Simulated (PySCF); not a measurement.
# BH3F− (SMILES [BH3-]F): QCISD(T)/STO-6G

What is the energy change on altering one bond length of BH3F− at QCISD(T)/STO-6G? Input form: a Python script.

Program for the calculation: PySCF 2.14.0.

11 further runs of the same task are left out: 3 that didn't finish, 8 set aside as unsound or not needed.

## 1. Starting point

BH3F− has 5 atoms, charge -1, and is taken as a singlet. As SMILES, `[BH3-]F`. Geometry: relaxed at GFN2-xTB.

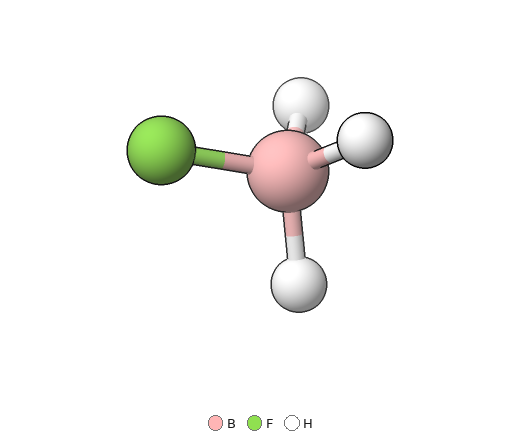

Viewed from a chosen angle; boron pink, fluorine green, hydrogen white.

## 2. The energy at QCISD(T)/STO-6G

job.py reads:

```python
from pyscf import gto, cc

system = gto.Mole()
system.atom = '''
B     -0.035750     0.029280    -0.033890
F      0.855550    -0.717910     0.826970
H     -1.067340     0.264210     0.588100
H     -0.274560    -0.651290    -1.027540
H      0.522090     1.075700    -0.353640
'''
system.spin = 0
system.max_memory = 1860
system.verbose = 4
system.charge = -1
system.basis = 'sto-6g'
system.build()

mf = system.RHF()
mf.conv_tol = 1e-10
mf.kernel()
if not mf.converged:
    mf = mf.newton().run(mf.mo_coeff, mf.mo_occ)

mycc = cc.QCISD(mf, frozen=2)
mycc.kernel()
e_t = mycc.qcisd_t()
etot = mycc.e_tot + e_t
print(f'total energy: {etot:.8f} hartree')
```

The run is started by

```
OMP_NUM_THREADS=1 python job.py
```

What it wrote:

```text
PySCF version 2.14.0

[INPUT] num. atoms = 5
[INPUT] num. electrons = 18
[INPUT] charge = -1
[INPUT] spin (= nelec alpha-beta = 2S) = 0
[INPUT] symmetry False subgroup None
[INPUT] Mole.unit = angstrom
[INPUT] Symbol           X                Y                Z      unit          X                Y                Z       unit  Magmom
[INPUT]  1 B     -0.035750000000   0.029280000000  -0.033890000000 AA   -0.067557708953   0.055331180927  -0.064042818362 Bohr   0.0
[INPUT]  2 F      0.855550000000  -0.717910000000   0.826970000000 AA    1.616755185872  -1.356653282087   1.562746813232 Bohr   0.0
[INPUT]  3 H     -1.067340000000   0.264210000000   0.588100000000 AA   -2.016980281793   0.499284539371   1.111347933857 Bohr   0.0
[INPUT]  4 H     -0.274560000000  -0.651290000000  -1.027540000000 AA   -0.518843204761  -1.230759727668  -1.941769182036 Bohr   0.0
[INPUT]  5 H      0.522090000000   1.075700000000  -0.353640000000 AA    0.986607112374   2.032778392195  -0.668282746691 Bohr   0.0

nuclear repulsion = 30.2846235625403
number of shells = 9
number of NR pGTOs = 78
number of NR cGTOs = 13
basis = sto-6g
ecp = {}

******** <class 'pyscf.scf.hf.RHF'> ********
method = RHF
initial guess = minao
damping factor = 0
level_shift factor = 0
DIIS = <class 'pyscf.scf.diis.CDIIS'>
diis_start_cycle = 1
diis_space = 8
diis_damp = 0
SCF conv_tol = 1e-10
SCF conv_tol_grad = None
SCF max_cycles = 50
direct_scf = True
direct_scf_tol = 1e-13
Set gradient conv threshold to 1e-05
Initial guess from minao.
init E= -125.032509237119
  HOMO = -0.304015815783982  LUMO = 0.433020021839143  gap/eV = 20.05577
cycle= 1 E= -125.186527473053  delta_E= -0.154  |g|= 0.318  |ddm|= 2.13
  HOMO = 0.039707470044563  LUMO = 0.972256771167557  gap/eV = 25.37596
cycle= 2 E= -125.234011004086  delta_E= -0.0475  |g|= 0.0585  |ddm|= 0.536
  HOMO = -0.0371704633011077  LUMO = 0.968978912640895  gap/eV = 27.37872
cycle= 3 E= -125.235712239816  delta_E= -0.0017  |g|= 0.0141  |ddm|= 0.101
  HOMO = -0.0387095286755638  LUMO = 0.965402529653483  gap/eV = 27.32328
cycle= 4 E= -125.235837361375  delta_E= -0.000125  |g|= 0.00233  |ddm|= 0.0326
  HOMO = -0.0385129602893381  LUMO = 0.966724346430501  gap/eV = 27.35390
cycle= 5 E= -125.235840665017  delta_E= -3.3e-06  |g|= 0.000374  |ddm|= 0.00569
  HOMO = -0.0386800866939279  LUMO = 0.966598151031959  gap/eV = 27.35501
cycle= 6 E= -125.235840743109  delta_E= -7.81e-08  |g|= 1e-05  |ddm|= 0.000863
  HOMO = -0.0386824732199369  LUMO = 0.966590392968708  gap/eV = 27.35487
cycle= 7 E= -125.235840743147  delta_E= -3.85e-11  |g|= 1e-06  |ddm|= 1.8e-05
  HOMO = -0.038682621442171  LUMO = 0.966590657930769  gap/eV = 27.35488
Extra cycle  E= -125.235840743148  delta_E= -3.41e-13  |g|= 2.1e-07  |ddm|= 1.29e-06
converged SCF energy = -125.235840743148

******** <class 'pyscf.cc.qcisd.QCISD'> ********
QCISD nocc = 7, nmo = 11
frozen orbitals 2
max_cycle = 50
direct = 0
conv_tol = 1e-07
conv_tol_normt = 1e-05
diis_space = 6
diis_start_cycle = 0
diis_start_energy_diff = 1e+09
Init t2, MP2 energy = -125.290257809257  E_corr(MP2) -0.0544170661092431
Init E_corr(QCISD) = -0.0544170661092558
cycle = 1  E_corr(QCISD) = -0.067760276136756  dE = -0.01334321  norm(t1,t2) = 0.0372296
cycle = 2  E_corr(QCISD) = -0.0727466200859715  dE = -0.00498634395  norm(t1,t2) = 0.0134922
cycle = 3  E_corr(QCISD) = -0.0752289984682743  dE = -0.00248237838  norm(t1,t2) = 0.00510603
cycle = 4  E_corr(QCISD) = -0.0754318993250341  dE = -0.000202900857  norm(t1,t2) = 0.00092727
cycle = 5  E_corr(QCISD) = -0.0754245436734894  dE = 7.35565154e-06  norm(t1,t2) = 0.000314909
cycle = 6  E_corr(QCISD) = -0.0754266492919242  dE = -2.10561843e-06  norm(t1,t2) = 3.67343e-05
cycle = 7  E_corr(QCISD) = -0.0754270021624515  dE = -3.52870527e-07  norm(t1,t2) = 1.19317e-05
cycle = 8  E_corr(QCISD) = -0.0754270094769051  dE = -7.31445358e-09  norm(t1,t2) = 2.62758e-06
QCISD converged
E(QCISD) = -125.3112677526245  E_corr = -0.07542700947690506
QCISD(T) correction = -0.000851180605668632
total energy: -125.31211893 hartree
```

Wall time 0.99 s (1 thread of Arm Neoverse V1, shared host); peak memory 0.12 GiB.

## 3. The distorted shape at the same level

input.xyz reads:

```xyz
5
BFH3
B     -0.147312    -0.179993     0.030057
F      0.743988    -0.927183     0.890917
H     -1.178902     0.054937     0.652047
H     -0.386122    -0.860563    -0.963593
H      0.522090     1.075700    -0.353640
```

input.py reads:

```python
from pyscf import gto, cc

molecule = gto.M(
    atom='input.xyz',
    verbose=3,
    max_memory=1860,
    charge=-1,
    basis='sto-6g',
)

mf = molecule.RHF()
mf.conv_tol = 1e-10
mf.kernel()
if not mf.converged:
    mf = mf.newton().run(mf.mo_coeff, mf.mo_occ)

mycc = cc.QCISD(mf, frozen=2)
mycc.kernel()
e_t = mycc.qcisd_t()
etot = mycc.e_tot + e_t
print('E(%s) = %.9f' % ('QCISD(T)', etot))
```

The run is started by

```
OMP_NUM_THREADS=1 python input.py
```

What it wrote:

```text
converged SCF energy = -125.205524853535
E(QCISD) = -125.2891513712457  E_corr = -0.08362651771103423
QCISD(T) correction = -0.00106888335950756
E(QCISD(T)) = -125.290220255
```

Run time: 0.95 s. Hardware: 1 thread of Arm Neoverse V1, shared host; peak memory 0.12 GiB.

## 4. Results

At QCISD(T)/STO-6G, 2 core orbitals frozen:

| quantity | value |
| --- | --- |
| first shape: total energy | -125.31212 Eh |
| first shape: HOMO energy (Hartree–Fock orbitals) | -1.05 eV |
| first shape: LUMO energy (Hartree–Fock orbitals) | 26.30 eV |
| first shape: HOMO–LUMO gap (to an unbound level, set by the basis) | 27.35 eV |
| first shape: correlation energy (2 core orbitals frozen) | -76.3 mEh |
| first shape: (T) correction | -0.85 mEh |
| first shape: T1 diagnostic | 0.007 |
| distorted shape: total energy | -125.29022 Eh |
| distorted shape: HOMO energy (Hartree–Fock orbitals) | -0.69 eV |
| distorted shape: LUMO energy (Hartree–Fock orbitals) | 23.40 eV |
| distorted shape: HOMO–LUMO gap (to an unbound level, set by the basis) | 24.08 eV |
| distorted shape: correlation energy (2 core orbitals frozen) | -84.7 mEh |
| distorted shape: (T) correction | -1.07 mEh |
| distorted shape: T1 diagnostic | 0.008 |
| energy change with the B1–H5 bond stretched from 1.228 to 1.474 Å | 0.596 eV |

**Reading.** With the B1–H5 bond stretched from 1.228 to 1.474 Å the energy rises by 0.60 eV (13.7 kcal/mol). The first shape isn't relaxed at this level, so the change isn't measured from a minimum. The minimal basis adds a large error of its own. Mulliken charges (first shape) of the mean-field density run from -0.37 on F2 to +0.07 on B1. The triples (first shape) make up 1.1 % of the correlation energy. Mulliken charges (distorted shape) of the mean-field density run from -0.36 on F2 to +0.11 on B1; they depend strongly on the basis. The triples (distorted shape) make up 1.3 % of the correlation energy.
